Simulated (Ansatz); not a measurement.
# Calculations on SiPH$_{5}$ and related structures

### Relaxation

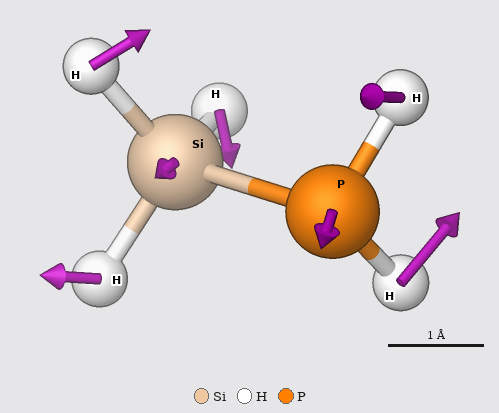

A relaxation of SiPH5. The starting structure is drawn; purple arrows show the displacements, magnified 30 times. The two geometries are superimposed by the best rigid fit.

Style: ball-and-stick. Shown from a free direction.

It is one of the separated products of a reaction.

Computed with RKS PBE0-D4/def2-TZVP (Ansatz 0.2.0). Settings: force threshold 0.005 eV/Å; at most 200 steps.

Q: Which element moves most?

A: Hydrogen: up to 0.037 Å, against 0.016 Å for phosphorus.

Q: What happened in the run?

A: The atom that moves furthest after the best rigid fit is an H atom (0.037 Å). By element the largest moves are H 0.037 Å, P 0.016 Å, Si 0.011 Å. After 4 geometry steps the energy has fallen by 0.03 kcal/mol. The largest force component goes from 0.12 to 0.0042 eV/Å.

### Relaxation

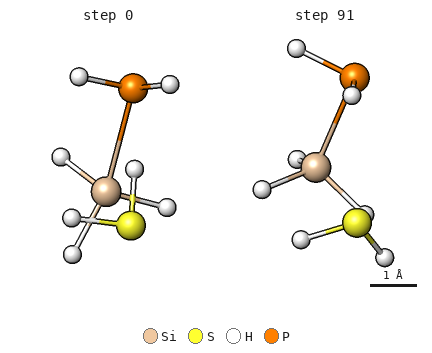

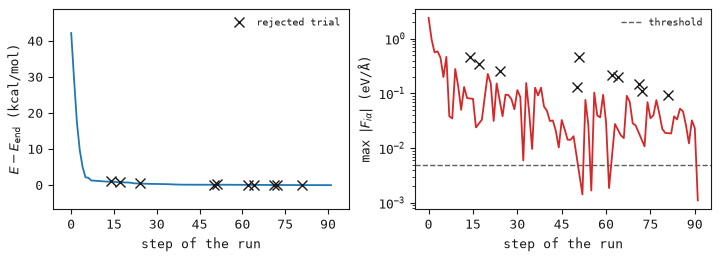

First and last geometry of a relaxation of SiPH$_{7}$S (started from a transition state, displaced along its imaginary mode), with the history of the run. The picture is a ball-and-stick view, seen from a free direction.

All numbers below come from RKS PBE0-D4/def2-TZVP (Ansatz). Set-up: force threshold 0.005 eV/Å; at most 200 steps.

Did the run converge, and what did it change?

Answer. It converged. The energy falls by 42.2 kcal/mol in 81 accepted moves (91 points after the start). Largest force component: 2.4 eV/Å at the start, 0.0011 eV/Å at the end. The line search rejected the trial steps at points 14, 17, 24, 50, 51, 62, 64, 71 and more of the run. The forces were under the threshold at step 52, but the run went on from there. The atom that moves furthest after the best rigid fit is an H atom (2.30 Å). Largest moves by element: H 2.30 Å, S 0.98 Å, Si 0.60 Å, P 0.35 Å. Near-neighbour distances that change, for instance: S–Si 2.637 → 3.971 Å, P–Si 2.437 → 2.251 Å, H–S 1.269 → 1.342 Å, H–Si 1.557 → 1.488 Å. Bond angles that change, for instance: H–Si–P 156.9° → 114.3°, H–Si–P 81.1° → 108.1°, Si–P–H 115.3° → 93.4°.

### Reaction

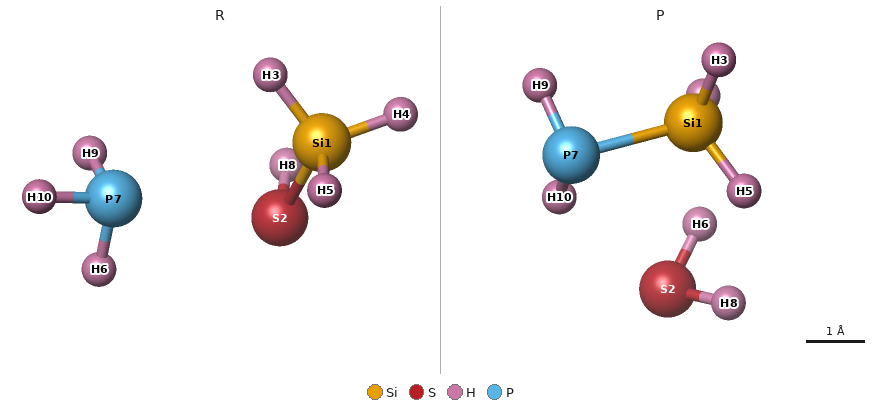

Reactant (R) and product (P) of one elementary step of SiPH$_{7}$S. A ball-and-stick model, seen from a free direction.

Stationary points at PBE0-D4/def2-TZVP, single-point energies with CCSD(T)/CBS, CCSD(T), B3LYP-D4, PBE-QIDH (def2-TZVPP where no basis is named; Ansatz 0.2.0). The energies are electronic, without zero-point or thermal terms, and both ends are the minima reached downhill from the saddle, with any fragments still in contact. CCSD(T)/CBS stands for a frozen-core estimate: MP2 correlation extrapolated from def2-TZVPP and def2-QZVPP, CCSD(T) minus MP2 from the smaller set.

R:
```xyz
10

Si   -0.8558    1.4794   -0.5628
S     0.2522    1.3590    1.2666
H    -0.1144    0.8699   -1.6946
H    -1.1520    2.8976   -0.8928
H    -2.1142    0.7426   -0.3082
H     0.4451   -2.2167    1.5153
P     0.2343   -2.0821    0.1198
H     1.2630    2.1315    0.8336
H     1.5807   -1.7199   -0.1381
H     0.4610   -3.4612   -0.1387
```

P:
```xyz
10

Si   -0.6067    0.2227   -1.1245
S     0.6844    0.5934    2.6124
H    -1.1591    0.3662   -2.4977
H     0.5441    1.1542   -0.9791
H    -1.6598    0.6143   -0.1508
H     1.1537    1.5291    1.7734
P    -0.0914   -1.9444   -0.7993
H    -0.5757    1.0363    2.4862
H     1.0246   -1.8991   -1.6781
H     0.6858   -1.6726    0.3574
```

> What is the transition state like, and how high is the barrier?

Counted by bonded pieces, R holds PH₃ + SiH₄S and P holds H₂S + SiPH₅. From R over the saddle to P, bonds form: Si1–P7 (3.79 → 2.57 → 2.25 Å), S2–H6 (3.59 → 1.54 → 1.34 Å). Bonds break: Si1–S2 (2.14 → 2.45 → 3.97 Å), H6–P7 (1.42 → 1.90 → 4.50 Å). The saddle has one imaginary mode, 1009i cm⁻¹. With CCSD(T)/CBS the barrier is 2.71 eV from R and 2.34 eV from P, and P lies 0.37 eV above R.

```csv
level,barrier from R (eV),barrier from P (eV),P less R (eV)
CCSD(T)/CBS,2.71,2.34,0.37
CCSD(T),2.76,2.40,0.36
B3LYP-D4,2.60,2.23,0.38
PBE-QIDH,2.63,2.26,0.37
```

Against CCSD(T)/CBS, CCSD(T) comes closest on the barrier from R (+0.05 eV) and B3LYP-D4 misses most (−0.10 eV).

Saddle geometry:

```xyz
10

Si   -0.7133    0.7468   -0.5707
S     0.1482    0.8627    1.7161
H    -0.1969    0.4951   -1.9515
H    -0.6775    2.2452   -0.5527
H    -2.1105    0.3371   -0.3148
H     0.2801   -0.4357    0.9064
P     0.0989   -1.6923   -0.5015
H     1.3591    1.2444    1.2766
H     1.4772   -1.4595   -0.7540
H     0.3345   -2.3438    0.7459
```

The saddle point in the same view, with dashed sticks for the bonds that form or break:

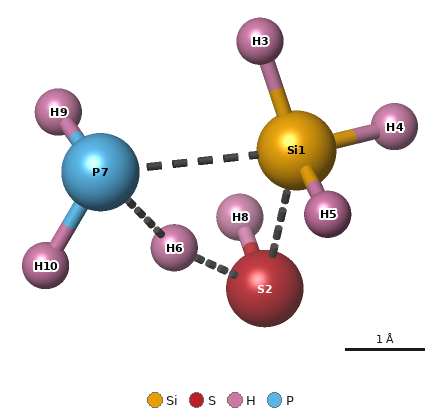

Limits of the set-up: the start holds two separate molecules, 3.5 Å apart at their closest, whose relative position is a soft coordinate.
